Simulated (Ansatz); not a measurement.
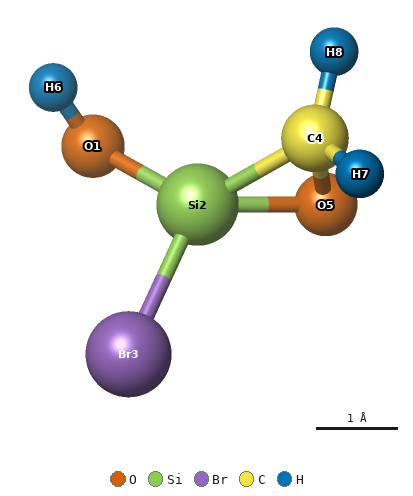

**Figure 1.** The structure (ball-and-stick view, seen at a tilt; atoms are numbered from 1 in the order of the input). Bond lengths as drawn: Br–Si 2.20 Å, C–H 1.11 Å, C–O 1.52 Å, C–Si 1.82 Å, H–O 0.98 Å and O–Si 1.68 to 1.81 Å.

## CH3BrO2Si: a changed input and its effect

System: CH3BrO2Si, SMILES O[Si]1(Br)CO1.
Method of run A: RKS PBE-D4/def2-SVP (Ansatz 0.2.0).

Text and figures count atoms from 1; the logs count them from 0 in places.

Input, run A:
```yaml
crystal:
  periodic: [false, false, false]
  atoms:
    - { symbol: O, position_ang: [-1.852826, 0.477823, -0.452933] }
    - { symbol: Si, position_ang: [-0.171363, 0.515138, 0.218639] }
    - { symbol: Br, position_ang: [1.151771, 1.008175, -1.472786] }
    - { symbol: C, position_ang: [0.449201, -0.243451, 1.750913] }
    - { symbol: O, position_ang: [0.095274, 1.237426, 1.711107] }
    - { symbol: H, position_ang: [-2.183006, -0.420855, -0.639258] }
    - { symbol: H, position_ang: [1.529256, -0.422769, 1.919396] }
    - { symbol: H, position_ang: [-0.191403, -0.81563, 2.45091] }
basis:
  gaussian: { orbitals: def2-SVP }
hamiltonian:
  xc: pbe
  dispersion: d4
output:
  forces: true
```

Command:
```bash
ansatz run input.yaml --threads 1 --pin off --max-ram 2560MiB --backend cpu --events-out ev --progress --plain --runs-dir out
```

Hardware: 1 thread of Arm Neoverse N1, 98 GiB of memory available, shared host.

Output (run A):
```
Engine: ansatz 0.2.0, aarch64-unknown-linux-gnu
Functional definition: PBE
  parameter kappa = 0.804
  parameter beta = 0.06672455060314922
  exchange = pbe_x(kappa = kappa, mu = beta*pi^2/3)
  correlation = pbe_c(beta = beta)
1159 factors; their error is unknown
mean field evaluation 1: about -83059.1257 eV, gradient 7.4e1 eV
mean field evaluation 2: about -82991.2839 eV, gradient 1.9e2 eV
mean field evaluation 4: about -83069.3580 eV, gradient 2.2e1 eV
mean field evaluation 8: about -83070.2601 eV, gradient 1.6e-1 eV
mean field evaluation 16: about -83070.1546 eV, gradient 7.2e-4 eV
mean field -83070.15457284 eV, -3052.7718735787 hartree, gradient 4.2e-5 eV, S^2 0.000000; 0 other end points of the search recorded, 0 dependent functions left out
the calculation of the forces begins
reference -83070.15460483 eV, -3052.7718747544 hartree; 37, 37 occupied and 70, 70 virtual orbitals, 1159 factors
Total energy: -83070.35635677 eV, -3052.7792890015 hartree
Atom 0 at    -1.852826     0.477823    -0.452933 Å, force     2.573837     0.299843     1.258649 eV/Å
Atom 1 at    -0.171363     0.515138     0.218639 Å, force    -2.764195    -0.347813    -1.190611 eV/Å
Atom 2 at     1.151771     1.008175    -1.472786 Å, force     0.126128     0.115688    -0.003420 eV/Å
Atom 3 at     0.449201    -0.243451     1.750913 Å, force    -0.088167     0.044920     0.114712 eV/Å
Atom 4 at     0.095274     1.237426     1.711107 Å, force    -0.028495    -0.058897    -0.189775 eV/Å
Atom 5 at    -2.183006    -0.420855    -0.639258 Å, force     0.201226    -0.087883     0.084672 eV/Å
Atom 6 at     1.529256    -0.422769     1.919396 Å, force     0.005952     0.009487    -0.041559 eV/Å
Atom 7 at    -0.191403    -0.815630     2.450910 Å, force    -0.026286     0.024657    -0.032667 eV/Å
Dipole moment:    -0.023075    -0.582676    -0.078902 e Å
```

The input of run B differs as follows (lines with − go, lines with + come):
```diff
-    - { symbol: Si, position_ang: [-0.171363, 0.515138, 0.218639] }
-    - { symbol: Br, position_ang: [1.151771, 1.008175, -1.472786] }
-    - { symbol: C, position_ang: [0.449201, -0.243451, 1.750913] }
-    - { symbol: O, position_ang: [0.095274, 1.237426, 1.711107] }
+    - { symbol: Si, position_ang: [-0.089657, 0.516952, 0.251272] }
+    - { symbol: Br, position_ang: [-0.215646, -0.368916, 2.26474] }
+    - { symbol: C, position_ang: [1.311428, 1.552918, -0.270416] }
+    - { symbol: O, position_ang: [1.197352, 0.111253, -0.748364] }
-    - { symbol: H, position_ang: [1.529256, -0.422769, 1.919396] }
-    - { symbol: H, position_ang: [-0.191403, -0.81563, 2.45091] }
+    - { symbol: H, position_ang: [2.190193, 1.720839, 0.382757] }
+    - { symbol: H, position_ang: [1.253611, 2.282967, -1.101946] }
```

How does run B compare with run A?

With the same method and basis, run B lies 6.9 kcal/mol higher. The largest force goes from 3.030 to 3.904 eV/Å.

Output (run B):
```
Engine: ansatz 0.2.0, aarch64-unknown-linux-gnu
Functional definition: PBE
  parameter kappa = 0.804
  parameter beta = 0.06672455060314922
  exchange = pbe_x(kappa = kappa, mu = beta*pi^2/3)
  correlation = pbe_c(beta = beta)
1159 factors; their error is unknown
mean field evaluation 1: about -83058.5009 eV, gradient 7.4e1 eV
mean field evaluation 2: about -82983.1553 eV, gradient 1.9e2 eV
mean field evaluation 4: about -83068.9073 eV, gradient 2.3e1 eV
mean field evaluation 8: about -83069.9592 eV, gradient 1.4e-1 eV
mean field evaluation 16: about -83069.8538 eV, gradient 8.1e-4 eV
mean field -83069.85377935 eV, -3052.7608196217 hartree, gradient 3.5e-5 eV, S^2 0.000000; 0 other end points of the search recorded, 0 dependent functions left out
the calculation of the forces begins
reference -83069.85381162 eV, -3052.7608208079 hartree; 37, 37 occupied and 70, 70 virtual orbitals, 1159 factors
Total energy: -83070.05512817 eV, -3052.7682190546 hartree
Atom 0 at    -1.852826     0.477823    -0.452933 Å, force     3.421482     0.758880     1.172044 eV/Å
Atom 1 at    -0.089657     0.516952     0.251272 Å, force    -3.623047    -0.430339    -1.390194 eV/Å
Atom 2 at    -0.215646    -0.368916     2.264740 Å, force     0.096152    -0.105940     0.170160 eV/Å
Atom 3 at     1.311428     1.552918    -0.270416 Å, force    -0.133670    -0.034076    -0.329600 eV/Å
Atom 4 at     1.197352     0.111253    -0.748364 Å, force     0.040885     0.064825     0.142078 eV/Å
Atom 5 at    -2.183006    -0.420855    -0.639258 Å, force     0.334516    -0.217246     0.124889 eV/Å
Atom 6 at     2.190193     1.720839     0.382757 Å, force    -0.066320    -0.009147     0.086354 eV/Å
Atom 7 at     1.253611     2.282967    -1.101946 Å, force    -0.069997    -0.026956     0.024268 eV/Å
Dipole moment:    -0.007174     0.037180     0.083181 e Å
```

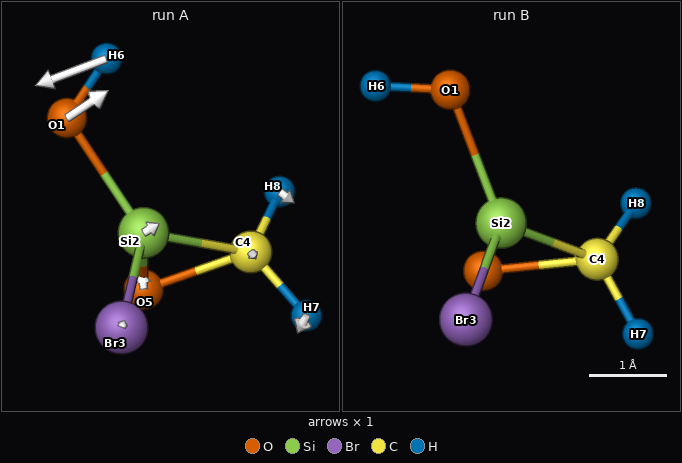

**Figure 2.** The two input geometries at one scale (ball-and-stick view, seen at a tilt). The white arrows on the first give the shifts of the atoms after the best rigid fit, at true length. The atom that moves furthest after the best rigid fit is H6 (1.01 Å). By element the largest moves are H 1.01 Å, O 0.69 Å, Si 0.26 Å, C 0.13 Å, Br 0.11 Å. Among the contacts that change: O1–Si2 1.811 → 1.899 Å.

The two runs side by side:

```tsv
quantity	run A	run B
outcome	converged	converged
total energy (hartree)	−3052.779289	−3052.768219
largest force (eV/Å)	3.030	3.904
basis functions	107	107
wall time (shared host)	5.6 s	5.5 s
```
